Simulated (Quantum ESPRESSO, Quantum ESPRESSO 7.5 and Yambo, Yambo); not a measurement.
## Beyond one shot: NaCl (Fm-3m)

Wanted: G0W0 and self-consistent gaps of NaCl (Fm-3m), with the cost of the cycles.

Calculated with Quantum ESPRESSO 7.5 and Yambo 5.3.0; PBE and many-body steps on it, plane waves.

The database entry behind the starting cell differs from later determinations by our own check (an axis about 0.4 % short against later determinations), so it need not match the best structure at ambient conditions.

### 1. Set-up

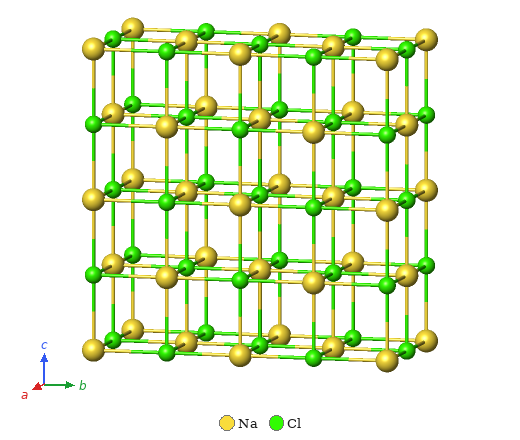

Start, viewed slightly off an axis; sodium yellow, chlorine green. 1×2×2 cells are drawn. This picture shows the conventional cell, with its axes. Some periodic images of atoms are drawn too.

The cell and positions come from the Crystallography Open Database and are kept as given unless a step says otherwise.

### 2. Empty states on the mesh, 4×4×4 mesh, 108 bands

This step: Quantum ESPRESSO 7.5; DFT, PBE, plane waves, norm-conserving pseudopotentials.

The sums over transitions need many empty states on a uniform mesh; this step solves for them.

Input file pw.in:

```
&control
  calculation = 'nscf'
  prefix = 'x'
  outdir = 'o'
  pseudo_dir = 'pseudo'
/
&system
  ibrav = 0
  nat = 2
  ntyp = 2
  ecutwfc = 76.0
  nbnd = 108
  force_symmorphic = .true.
/
&electrons
  conv_thr = 1e-9
  electron_maxstep = 80
  diago_full_acc = .true.
  diago_thr_init = 5e-6
/
ATOMIC_SPECIES
  Na 22.99 Na.upf
  Cl 35.45 Cl.upf
CELL_PARAMETERS angstrom
  0.0000000000 2.8100000000 2.8100000000
  2.8100000000 0.0000000000 2.8100000000
  2.8100000000 2.8100000000 0.0000000000
ATOMIC_POSITIONS crystal
  Na 0.0000000000 0.0000000000 0.0000000000
  Cl 0.5000000000 0.5000000000 0.5000000000
K_POINTS automatic
  4 4 4 0 0 0
```

The run is started by

```
$ OMP_NUM_THREADS=1 mpirun -n 4 pw.x -nk 4 -in pw.in > pw.out
```

Output:

```text
Program PWSCF v.7.5 starts

     This program is part of the open-source Quantum ESPRESSO suite
     for quantum simulation of materials; please cite
         "P. Giannozzi et al., J. Phys.:Condens. Matter 21 395502 (2009);
         "P. Giannozzi et al., J. Phys.:Condens. Matter 29 465901 (2017);
         "P. Giannozzi et al., J. Chem. Phys. 152 154105 (2020);
     in publications or presentations arising from this work. More details at

     Atomic positions and unit cell read from directory:
     o/x.save/

     Message from routine setup:
[...]
k =-0.3536-0.3536 0.3536 (  3354 PWs)   bands (ev):

[...]
84.2234  84.2234  85.1277  86.1551  86.2774  87.1790  87.5674  87.5674
    88.5499  88.5499  91.5029  92.9513  92.9513  94.3593  94.8003  94.8003
    95.9137  96.1711  96.1711  96.4395

          k = 0.3536 0.0000 0.0000 (  3359 PWs)   bands (ev):

     [... further k-points ...]

     highest occupied, lowest unoccupied level (ev):     1.1413    6.2911

     XML data file, pseudopotentials, collected wavefunctions

=------------------------------------------------------------------------------=
   JOB DONE.
=------------------------------------------------------------------------------=
```

It took 6.8 s on 4 MPI ranks of Arm Neoverse V1, shared host; peak memory 0.32 GiB.

Numbers from this step:

| Quantity | Value |
| --- | --- |
| gap | 5.150 eV |
| k of the valence top | 0, 0, 0 |
| k of the conduction bottom | 0, 0, 0 |
| least direct gap | 5.150 eV |
| k points computed | 8 |
| lowest point of the top converged band, above the valence top | 91.7034 eV |

On this mesh the gap is 5.150 eV.

The density comes from a self-consistent run that is not shown.

### 3. Conversion and set-up

This step: Yambo 5.3.0; conversion and set-up on PBE, plane waves, norm-conserving pseudopotentials.

The states are converted to the many-body program's format and the q mesh is built.

The run is started by

```
$ (cd o/x.save; p2y > p2y.log; mv SAVE ../..); yambo > setup.log
```

Output:

```text
 Yambo, version 5.3.0

 [02] CORE Variables Setup
 =========================

  [02.01] Unit cells
  ==================

  Cell kind             :  FCC
  Atoms in the cell     :  Na  Cl
  number of Na atoms    :  1
  number of Cl atoms    :  1

  List of atomic masses
  Mass of Na    :  22.99000
  Mass of Cl    :  35.45000

  List of atomic coordinates    : [cc]
  Na1       :  0.000000  0.000000  0.000000  order 1
  Cl1       :  5.310130  5.310130  5.310130  order 2

  Alat factors          :  5.310130  5.310130  5.310130 [a.u.]
  Direct lattice volume :  299.4646 [a.u.]
[...]
==========================================

 IBZ Q-points                                      :   8
 BZ  Q-points                                      :   64

 K/Q-points units:
 rlu = crystal or reduced units; cc = cartesian coordinates; iku = interal k-units

 Q [1]          [rlu]:  0.000000  0.000000  0.000000
 Q [2]          [rlu]:  0.30764E-17  0.30764E-17  0.25000
 Q [3]          [rlu]: -0.61529E-17 -0.61529E-17 -0.50000
[...]
Q [7]          [rlu]: -0.31603E-17 -0.50000     -0.50000
 Q [8]          [rlu]:  0.250000 -0.500000 -0.250000

  [03.01] X indexes
  =================

   [03.01.01] Sigma indexes
   ========================

 [06] Game Over & Game summary
```

Wall time 2.3 s (1 MPI rank); peak memory 0.24 GiB.

### 4. G0W0

G0W0 replaces the xc potential by the self-energy, built once from these orbitals. Only a window of levels is corrected, while the sums run over the empty bands that the input names.

This step: G0W0 on PBE, plane waves, norm-conserving pseudopotentials.

Input file gw1.in:

```
HF_and_locXC
gw0
dyson
ppa
em1d
rim_cut
RandQpts= 1000000
RandGvec= 1 RL
EXXRLvcs= 76 Ry
VXCRLvcs= 304 Ry
Chimod= "HARTREE"
% BndsRnXp
 1 | 108 |
%
NGsBlkXp= 12 Ry
% LongDrXp
 1 | 1 | 1 |
%
% GbndRnge
 1 | 108 |
%
DysSolver= "n"
ExtendOut
PPAPntXp= 27.21138 eV
% QPkrange
 1 | 8 | 6 | 12 |
%
```

The run is started by

```
$ OMP_NUM_THREADS=1 mpirun -n 4 yambo -F gw1.in -J gw1 -C gw1 > gw1.log
```

Output:

```text
 Yambo, version 5.3.0

 [02] CORE Variables Setup
 =========================

  [... cell, symmetries and grids as in the set-up ...]

  [02.05] Energies & Occupations
  ==============================

  [X] === General ===
  [X] Electronic Temperature                        :  0.000000  0.000000 [eV K]
  [X] Bosonic    Temperature                        :  0.000000  0.000000 [eV K]
  [X] Finite Temperature mode                       : no
  [X] El. density                                   :  0.36055E+24 [cm-3]
  [X] Fermi Level                                   :  1.141321 [eV]

  [X] === Gaps and Widths ===
  [X] Conduction Band Min                           :  5.149762 [eV]
  [X] Valence Band Max                              :  0.000000 [eV]
  [X] Filled Bands                                  :   8
  [X] Empty Bands                                   :    9  108
  [X] Direct Gap                                    :  5.149762 [eV]
  [X] Direct Gap localized at k                     :  1
  [X] Indirect Gap                                  :  5.149762 [eV]
  [X] Indirect Gap between kpts                     :  1  1
  [X] Last valence band width                       :  0.763888 [eV]
  [X] 1st conduction band width                     :  3.695208 [eV]

 [03] Transferred momenta grid and indexing
 ==========================================

 IBZ Q-points                                      :   8
 BZ  Q-points                                      :   64

 K/Q-points units:
 rlu = crystal or reduced units; cc = cartesian coordinates; iku = interal k-units

 Q [1]          [rlu]:  0.000000  0.000000  0.000000
 Q [2]          [rlu]:  0.30764E-17  0.30764E-17  0.25000
 Q [3]          [rlu]: -0.61529E-17 -0.61529E-17 -0.50000
 Q [4]          [rlu]:  0.15802E-17  0.25000      0.25000
 Q [5]          [rlu]: -0.19398E-16  0.25000      0.50000
 Q [6]          [rlu]: -0.61529E-17  0.25000     -0.25000
 Q [7]          [rlu]: -0.31603E-17 -0.50000     -0.50000
 Q [8]          [rlu]:  0.250000 -0.500000 -0.250000

 [04] Coloumb potential Random Integration (RIM)
 ===============================================

  [04.01] RIM initialization
  ==========================

  * Diagonal components only detected *

  8 x (sBL volume)        :  0.103539 [a.u.]
  sBZ random points       :  1000000
  Points outside the sBZ  :   7968281
  RL volume               :  0.828312 [a.u.]
  Integrated volume       :  0.831609 [a.u.]

  [04.02] RIM integrals
  =====================

  Gamma point sphere radius             :  0.085176 [a.u.]
  Points outside the sphere             :   800476
  [Int_sBZ(q=0) 1/q^2]*(Vol_sBZ)^(-1/3) =:  7.776341
                                 should be <:  7.795600

  Summary of Coulomb integrals for non-metallic bands |Q|[au] RIM/Bare

  Q [1] 0.100000E-4 0.997530 * Q [2] 0.256180 1.067779
  Q [4] 0.295811 1.067204 * Q [6] 0.418340 1.030488
  Q [5] 0.490547 1.022568 * Q [3] 0.512360 1.021209
  Q [7] 0.591623 1.017560 * Q [8] 0.661454 1.014308

 [05] Dipoles
 ============

  [05.01] Setup: observables and procedures
  =========================================

 [06] Dynamic Dielectric Matrix (PPA)
 ====================================

 [WR./gw1//ndb.pp]---------------------------------------------------------------
  Brillouin Zone Q/K grids (IBZ/BZ)                :    8   64    8   64
  RL vectors                                       :   4111 [WF]
  Coulomb cutoff potential                         : none
  Electronic Temperature                           :  0.000000 [K]
  Bosonic    Temperature                           :  0.000000 [K]
  PPA    diel. fun.  energies                      : Perdew, Burke & Ernzerhof(X)+Perdew, Burke & Ernzerhof(C)
  wavefunctions                                    : Perdew, Burke & Ernzerhof(X)+Perdew, Burke & Ernzerhof(C)
  Global Gauge                                     : length
  X matrix size                                    :  229
  X band range                                     :    1  108
  X e/h energy range                               : -1.000000 -1.000000 [eV]
  X Time ordering                                  : R
  X Hxc Kernel                                     : HARTREE
  X Drude frequency                                :  0.000000  0.000000
  X poles                                          :  100.0000 [o/o]
  RL vectors in the sum                            :   4111
  [r,Vnl] included                                 : yes
  Field direction                                  :  0.577350E-5  0.577350E-5  0.577350E-5
  BZ energy Double Grid                            : no
  BZ energy DbGd points                            : 0
  BZ Q point size factor                           : -1.000000
  X Optical Averaged directions                    : none

 [07] Local Exchange-Correlation + Non-Local Fock
 ================================================

 [VXC] Plane waves :  26813
 [EXS] Plane waves :   3479

 QP @ state[ 1 ] K range:   1   8
 QP @ state[ 1 ] b range:   6  12

 [xc] Functional : Perdew, Burke & Ernzerhof(X)+Perdew, Burke & Ernzerhof(C)
 [xc] LIBXC used to calculate xc functional
  PP Number of Atomic Species                      :  2
  NLCC RL compoments                               :  26813
  PP Number of Atomic Species                      :  2
  NLCC RL compoments                               :  26813

 [xc] E_xc :  -9.855422 [Ha]
      E_xc :  -19.71084 [Ry]

  Local XC kind (lXC) : Perdew, Burke & Ernzerhof(X)+Perdew, Burke & Ernzerhof(C)
  Non-Local XC kind (nlXC) : Hartree-Fock

  Corrections @ K [1] :  [eV]
 <6|nlXC|6> = -18.89296  0.16158E-16 <6|lXC|6> = -14.49345 -0.23597E-16
 <7|nlXC|7> = -18.89291  0.54367E-17 <7|lXC|7> = -14.49345  0.14161E-15
 <8|nlXC|8> = -18.89287 -0.19498E-17 <8|lXC|8> = -14.49345 -0.59010E-20
 <9|nlXC|9> = -4.202671 -0.12581E-17 <9|lXC|9> = -8.177510 -0.28253E-19
 <10|nlXC|10> = -3.619753 -0.11100E-17 <10|lXC|10> = -8.376305  0.23602E-16
 <11|nlXC|11> = -3.620040 -0.32165E-17 <11|lXC|11> = -8.376305  0.94408E-16
[...]
Corrections @ K [2] :  [eV]
[...]
Corrections @ K [3] :  [eV]
[...]
Corrections @ K [4] :  [eV]
[...]
Corrections @ K [5] :  [eV]
[...]
[... 2 further k-points ...]
  Corrections @ K [8] :  [eV]
[...]
<10|nlXC|10> = -4.107217 -0.11083E-18 <10|lXC|10> = -8.570064  0.23602E-16
 <11|nlXC|11> = -4.107272 -0.38778E-18 <11|lXC|11> = -8.570064 -0.11808E-16
 <12|nlXC|12> = -4.042351 -0.77737E-18 <12|lXC|12> = -9.105539  0.91460E-16

  [07.01] Hartree-Fock occupations report
  =======================================

  [Hartree-Fock] === General ===
  [Hartree-Fock] Electronic Temperature             :  0.000000  0.000000 [eV K]
  [Hartree-Fock] Bosonic    Temperature             :  0.000000  0.000000 [eV K]
  [Hartree-Fock] Finite Temperature mode            : no
  [Hartree-Fock] El. density                        :  0.36055E+24 [cm-3]
  [Hartree-Fock] Fermi Level                        :  1.141321 [eV]

  [Hartree-Fock] === Gaps and Widths ===
  [Hartree-Fock] Conduction Band Min                :  9.124601 [eV]
  [Hartree-Fock] Valence Band Max                   : -4.399417 [eV]
  [Hartree-Fock] Filled Bands                       :   8
  [Hartree-Fock] Empty Bands                        :    9  108
  [Hartree-Fock] Direct Gap                         :  13.52402 [eV]
  [Hartree-Fock] Direct Gap localized at k          :  1
  [Hartree-Fock] Indirect Gap                       :  13.52402 [eV]
  [Hartree-Fock] Indirect Gap between kpts          :  1  1
  [Hartree-Fock] Last valence band width            :  0.980523 [eV]
  [Hartree-Fock] 1st conduction band width          :  4.405147 [eV]

 [08] Dyson equation: Newton solver
 ==================================

  [08.01] G0W0 (W PPA)
  ====================

  [  GW  ] Bands range     :    1  108
  [GW/PPA] G damping       :  0.100000 [eV]

  QP @ state[ 1 ] K range:   1   8
  QP @ state[ 1 ] b range:   6  12

   Sc/G bands                                       :    1  108
   Sc/G damping                                     :  0.100000 ev
   Sc bands terminator                              : no
   Sx RL components                                 :   3479

   QP @ state[ 1 ] K range                          :   1   8
   QP @ state[ 1 ] b range                          :   6  12
   GF energies kind                                 : Perdew, Burke & Ernzerhof(X)+Perdew, Burke & Ernzerhof(C)
   GF WF`s kind                                     : Perdew, Burke & Ernzerhof(X)+Perdew, Burke & Ernzerhof(C)
   Xs energies kind                                 : Perdew, Burke & Ernzerhof(X)+Perdew, Burke & Ernzerhof(C)
   Xs WF`s kind                                     : Perdew, Burke & Ernzerhof(X)+Perdew, Burke & Ernzerhof(C)

 [11] Game Over & Game summary
```

Run time: 3.9 min. Hardware: 4 MPI ranks; peak memory 1.5 GiB.

This step gave:

- G0W0 gap on the mesh: 8.046 eV
- starting gap on the mesh: 5.150 eV
- k of the valence top: 0, 0, 0
- k of the conduction bottom: 0, 0, 0
- least direct G0W0 gap on the computed points: 8.046 eV
- Z at the valence top: 0.8157
- Z at the conduction bottom: 0.8679

The gap on the mesh goes from 5.15 eV to 8.05 eV, a correction of +2.90 eV.

### 5. evGW0, cycle 1

This step: evGW0 on PBE, plane waves, norm-conserving pseudopotentials.

gw2.in, as its differences from gw1.in of step 4:

```diff
@@ -27 +27,2 @@
 %
+GfnQPdb= "E < ./gw1/ndb.QP"
```

The run is started by

```
$ OMP_NUM_THREADS=1 mpirun -n 4 yambo -F gw2.in -J gw2,gw1_W -C gw2 > gw2.log
```

Output:

```text
 Yambo, version 5.3.0

 [02] CORE Variables Setup
 =========================

  [... cell, symmetries and grids as in the set-up ...]

  [02.05] Energies & Occupations
  ==============================

  [X] === General ===
  [X] Electronic Temperature                        :  0.000000  0.000000 [eV K]
  [X] Bosonic    Temperature                        :  0.000000  0.000000 [eV K]
  [X] Finite Temperature mode                       : no
  [X] El. density                                   :  0.36055E+24 [cm-3]
  [X] Fermi Level                                   :  1.141321 [eV]

  [X] === Gaps and Widths ===
  [X] Conduction Band Min                           :  5.149762 [eV]
  [X] Valence Band Max                              :  0.000000 [eV]
  [X] Filled Bands                                  :   8
  [X] Empty Bands                                   :    9  108
  [X] Direct Gap                                    :  5.149762 [eV]
  [X] Direct Gap localized at k                     :  1
  [X] Indirect Gap                                  :  5.149762 [eV]
  [X] Indirect Gap between kpts                     :  1  1
  [X] Last valence band width                       :  0.763888 [eV]
  [X] 1st conduction band width                     :  3.695208 [eV]

 [03] Transferred momenta grid and indexing
 ==========================================

 IBZ Q-points                                      :   8
 BZ  Q-points                                      :   64

 K/Q-points units:
 rlu = crystal or reduced units; cc = cartesian coordinates; iku = interal k-units

 Q [1]          [rlu]:  0.000000  0.000000  0.000000
 Q [2]          [rlu]:  0.30764E-17  0.30764E-17  0.25000
 Q [3]          [rlu]: -0.61529E-17 -0.61529E-17 -0.50000
[...]
[G+QP] Direct Gap localized at k                  :  1
  [G+QP] Indirect Gap                               :  8.046719 [eV]
  [G+QP] Indirect Gap between kpts                  :  1  1
  [G+QP] Last valence band width                    :  0.883663 [eV]
  [G+QP] 1st conduction band width                  :  4.178982 [eV]

  [coarse-grid] Minimum Bare Gap        [ev]:  5.149762
  [coarse-grid] Minimum Gap Correction  [ev]:  2.896957

  Eqp @ K [1]
   -56.2484     -23.9588     -23.9588     -23.9588     -14.5896      0.00000    -0.122029E-4 -0.307946E-3
    8.04641  14.44631  14.44698  14.44619  16.69173  16.69173  18.62366  21.08422
  Eqp @ K [2]
  -56.24792 -23.97641 -23.95998 -23.95998 -14.39746  -1.26011  -0.16592  -0.16586
[...]
Eqp @ K [3]
[...]
Eqp @ K [4]
[...]
Eqp @ K [5]
[...]
[... 2 further k-points ...]
  Eqp @ K [8]
  -56.24711 -23.97544 -23.97544 -23.97070 -14.11761  -1.39771  -1.39777  -0.88397
   12.22539  12.83772  12.83766  14.82858  19.46697  19.46697  19.95855  20.49488

 [07] Dipoles
 ============

  [07.01] Setup: observables and procedures
  =========================================

 [08] Dynamic Dielectric Matrix (PPA)
 ====================================

   Sc/G bands                                       :    1  108
   Sc/G damping                                     :  0.100000 ev
   Sc bands terminator                              : no
   Sx RL components                                 :   3479

   QP @ state[ 1 ] K range                          :   1   8
   QP @ state[ 1 ] b range                          :   6  12
   GF energies kind                                 : Perdew, Burke & Ernzerhof(X)+Perdew, Burke & Ernzerhof(C)+ E < ./gw1/ndb.QP + @E Fit
   GF WF`s kind                                     : Perdew, Burke & Ernzerhof(X)+Perdew, Burke & Ernzerhof(C)
   Xs energies kind                                 : Perdew, Burke & Ernzerhof(X)+Perdew, Burke & Ernzerhof(C)
   Xs WF`s kind                                     : Perdew, Burke & Ernzerhof(X)+Perdew, Burke & Ernzerhof(C)

 [13] Game Over & Game summary
```

Elapsed: 3.4 min, on 4 MPI ranks; peak memory 1.4 GiB; 14 min of CPU time.

This step gave:

| Property | Result |
| --- | --- |
| quasiparticle gap on the mesh | 8.306 eV |
| gap of the density functional on the mesh | 5.150 eV |
| k of the valence top | 0, 0, 0 |
| k of the conduction bottom | 0, 0, 0 |
| least direct quasiparticle gap on the computed points | 8.306 eV |
| Z at the valence top | 0.8224 |
| Z at the conduction bottom | 0.8910 |

Against G0W0 in Yambo (4×4×4 mesh, 108 bands, screening to 163.3 eV, Godby-Needs plasmon pole), the gap moves by +0.259 eV.

The program's own table gives 8.621 eV, which is too large where the input levels are shifted: this version takes Σc at the unshifted level E₀, yet steps from the shifted one. The value above is the Newton step from E₀, E₀ + Z(Σc + Σx − Vxc), rebuilt from the printed columns.

### 6. evGW0, cycle 2

The corrected levels of the last cycle go back in.

gw3.in, as its differences from gw2.in of step 5:

```diff
@@ -27,2 +27,2 @@
 %
-GfnQPdb= "E < ./gw1/ndb.QP"
+GfnQPdb= "E < ./gw2_fix/ndb.QP"
```

The run is started by

```
$ OMP_NUM_THREADS=1 mpirun -n 4 yambo -F gw3.in -J gw3,gw1_W -C gw3 > gw3.log
```

Output:

```text
 Yambo, version 5.3.0

 [02] CORE Variables Setup
 =========================

  [... cell, symmetries and grids as in the set-up ...]

  [02.05] Energies & Occupations
  ==============================

  [X] === General ===
  [X] Electronic Temperature                        :  0.000000  0.000000 [eV K]
  [X] Bosonic    Temperature                        :  0.000000  0.000000 [eV K]
  [X] Finite Temperature mode                       : no
  [X] El. density                                   :  0.36055E+24 [cm-3]
[...]
Sx RL components                                 :   3479

   QP @ state[ 1 ] K range                          :   1   8
   QP @ state[ 1 ] b range                          :   6  12
   GF energies kind                                 : Perdew, Burke & Ernzerhof(X)+Perdew, Burke & Ernzerhof(C)+ E < ./gw1/ndb.QP + @E Fit+ E < ./gw2_fix/
   GF WF`s kind                                     : Perdew, Burke & Ernzerhof(X)+Perdew, Burke & Ernzerhof(C)
   Xs energies kind                                 : Perdew, Burke & Ernzerhof(X)+Perdew, Burke & Ernzerhof(C)
   Xs WF`s kind                                     : Perdew, Burke & Ernzerhof(X)+Perdew, Burke & Ernzerhof(C)

 [13] Game Over & Game summary
```

Run time: 3.5 min. Hardware: 4 MPI ranks; peak memory 1.4 GiB.

Numbers from this step:

```yaml
quasiparticle_gap_on_the_mesh: 8.328 eV
gap_of_the_density_functional_on_the_mesh: 5.150 eV
k_of_the_valence_top: 0, 0, 0
k_of_the_conduction_bottom: 0, 0, 0
least_direct_quasiparticle_gap_on_the_computed_points: 8.328 eV
```

Against the cycle before, the gap moves by +0.022 eV.

The program's own table gives 8.665 eV, which is too large where the input levels are shifted: this version takes Σc at the unshifted level E₀, yet steps from the shifted one. The value above is the Newton step from E₀, E₀ + Z(Σc + Σx − Vxc), rebuilt from the printed columns.

(Part 1 of 2 ends here.)

[Paths, hosts, dates, memory and timing lines, banners, echoed tables and standing remarks are left out of the program output.]

[Logs are printed without paths, hosts, clocks, repeated set-up lines and the standing remarks that a program may print on its own settings, such as how far it seeks lower states.]

[Runs of the session that timed out or met a known fault of the program may be left out.]

[Hosts, paths, dates, database ids (printed as entryN), source tags and the programs' standing remarks are cut or masked in the printed files.]
